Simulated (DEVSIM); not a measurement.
System: illuminated Si n-on-p cell, one wavelength, at 300 K.

| layer (left to right) | material | thickness (μm) | Nd (cm⁻³) | Na (cm⁻³) | τn (s) | τp (s) | absorption coefficient (cm⁻¹) |
|---|---|---|---|---|---|---|---|
| 1 | Si | 0.740 | 5.6e17 | - | 0.0002 | 2.1e-5 | 510 |
| 2 | Si | 31.0 | - | 1.8e15 | 0.005 | 0.0005 | 510 |

Left contact: ohmic, minority hole recombination velocity 4e5 cm/s. Right contact: ohmic, minority electron recombination velocity 4e6 cm/s. Voltage is applied to the left contact. Recombination: SRH at mid-gap, radiative, Auger. Gap narrowing is on: ΔEg = 6.92 meV × (l + √(l² + 0.5)), l = ln(N/1.3e17 cm⁻³), shared equally by both band edges. Light enters at the left, 5.6e17 photons cm⁻² s⁻¹, one pass, no reflection. Mobility is constant in doping.

Constants are typed, rounded textbook-type inputs, not results; the design itself was drawn at random and stands for no fabricated device. Values at 300 K.

```
parameter           Si
-------------  -------
gap (eV)         1.124
affinity (eV)     4.05
permittivity      11.7
Nc (cm⁻³)      2.86e19
Nv (cm⁻³)       3.1e19
μn (cm²/Vs)       1417
μp (cm²/Vs)        470
B (cm³/s)      4.7e-15
Cn (cm⁶/s)     2.8e-31
Cp (cm⁶/s)     9.9e-32
```

Simulated with DEVSIM: 1D drift-diffusion, Boltzmann statistics, complete ionisation; no tunnelling, impact ionisation, image-force lowering or self-heating.

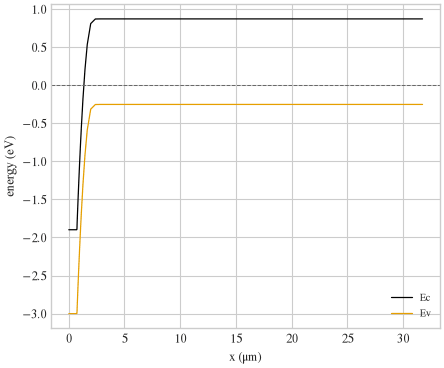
Fig. 1. Band edges at 2.0 V on the left contact, in the dark

Energies count from the Fermi level of the right contact; mesh points crowd at the junctions.

```json
[
 {"x (μm)": "0.000", "Ec (eV)": "-1.898", "Ev (eV)": "-3.001", "n (cm⁻³)": "5.6e17", "p (cm⁻³)": "340", "field (V/cm)": "≈ 0"},
 {"x (μm)": "0.02943", "Ec (eV)": "-1.898", "Ev (eV)": "-3.001", "n (cm⁻³)": "5.6e17", "p (cm⁻³)": "320", "field (V/cm)": "≈ 0"},
 {"x (μm)": "0.09249", "Ec (eV)": "-1.898", "Ev (eV)": "-3.001", "n (cm⁻³)": "5.6e17", "p (cm⁻³)": "290", "field (V/cm)": "≈ 0"},
 {"x (μm)": "0.2277", "Ec (eV)": "-1.898", "Ev (eV)": "-3.001", "n (cm⁻³)": "5.6e17", "p (cm⁻³)": "230", "field (V/cm)": "≈ 0"},
 {"x (μm)": "0.5423", "Ec (eV)": "-1.898", "Ev (eV)": "-3.001", "n (cm⁻³)": "5.6e17", "p (cm⁻³)": "< 1e2", "field (V/cm)": "≈ 0"},
 {"x (μm)": "0.6615", "Ec (eV)": "-1.898", "Ev (eV)": "-3.001", "n (cm⁻³)": "5.6e17", "p (cm⁻³)": "< 1e2", "field (V/cm)": "≈ 0"},
 {"x (μm)": "0.7171", "Ec (eV)": "-1.898", "Ev (eV)": "-3.000", "n (cm⁻³)": "5.5e17", "p (cm⁻³)": "< 1e2", "field (V/cm)": "1200"},
 {"x (μm)": "0.7521", "Ec (eV)": "-1.802", "Ev (eV)": "-2.926", "n (cm⁻³)": "1.4e16", "p (cm⁻³)": "< 1e2", "field (V/cm)": "40000"},
 {"x (μm)": "0.7976", "Ec (eV)": "-1.630", "Ev (eV)": "-2.753", "n (cm⁻³)": "1.7e13", "p (cm⁻³)": "< 1e2", "field (V/cm)": "37000"},
 {"x (μm)": "0.9004", "Ec (eV)": "-1.263", "Ev (eV)": "-2.386", "n (cm⁻³)": "1.2e7", "p (cm⁻³)": "< 1e2", "field (V/cm)": "34000"},
 {"x (μm)": "1.133", "Ec (eV)": "-0.542", "Ev (eV)": "-1.665", "n (cm⁻³)": "< 1e2", "p (cm⁻³)": "< 1e2", "field (V/cm)": "28000"},
 {"x (μm)": "1.969", "Ec (eV)": "0.810", "Ev (eV)": "-0.314", "n (cm⁻³)": "< 1e2", "p (cm⁻³)": "1.7e14", "field (V/cm)": "4600"},
 {"x (μm)": "3.547", "Ec (eV)": "0.871", "Ev (eV)": "-0.252", "n (cm⁻³)": "3100", "p (cm⁻³)": "1.8e15", "field (V/cm)": "≈ 0"},
 {"x (μm)": "7.112", "Ec (eV)": "0.871", "Ev (eV)": "-0.252", "n (cm⁻³)": "11000", "p (cm⁻³)": "1.8e15", "field (V/cm)": "≈ 0"},
 {"x (μm)": "19.10", "Ec (eV)": "0.871", "Ev (eV)": "-0.252", "n (cm⁻³)": "37000", "p (cm⁻³)": "1.8e15", "field (V/cm)": "≈ 0"},
 {"x (μm)": "26.16", "Ec (eV)": "0.871", "Ev (eV)": "-0.252", "n (cm⁻³)": "53000", "p (cm⁻³)": "1.8e15", "field (V/cm)": "≈ 0"},
 {"x (μm)": "29.28", "Ec (eV)": "0.871", "Ev (eV)": "-0.252", "n (cm⁻³)": "60000", "p (cm⁻³)": "1.8e15", "field (V/cm)": "≈ 0"},
 {"x (μm)": "30.67", "Ec (eV)": "0.871", "Ev (eV)": "-0.252", "n (cm⁻³)": "63000", "p (cm⁻³)": "1.8e15", "field (V/cm)": "≈ 0"},
 {"x (μm)": "31.40", "Ec (eV)": "0.871", "Ev (eV)": "-0.252", "n (cm⁻³)": "65000", "p (cm⁻³)": "1.8e15", "field (V/cm)": "≈ 0"},
 {"x (μm)": "31.60", "Ec (eV)": "0.871", "Ev (eV)": "-0.252", "n (cm⁻³)": "65000", "p (cm⁻³)": "1.8e15", "field (V/cm)": "≈ 0"},
 {"x (μm)": "31.69", "Ec (eV)": "0.871", "Ev (eV)": "-0.252", "n (cm⁻³)": "65000", "p (cm⁻³)": "1.8e15", "field (V/cm)": "≈ 0"},
 {"x (μm)": "31.74", "Ec (eV)": "0.871", "Ev (eV)": "-0.252", "n (cm⁻³)": "65000", "p (cm⁻³)": "1.8e15", "field (V/cm)": "≈ 0"}
]
```
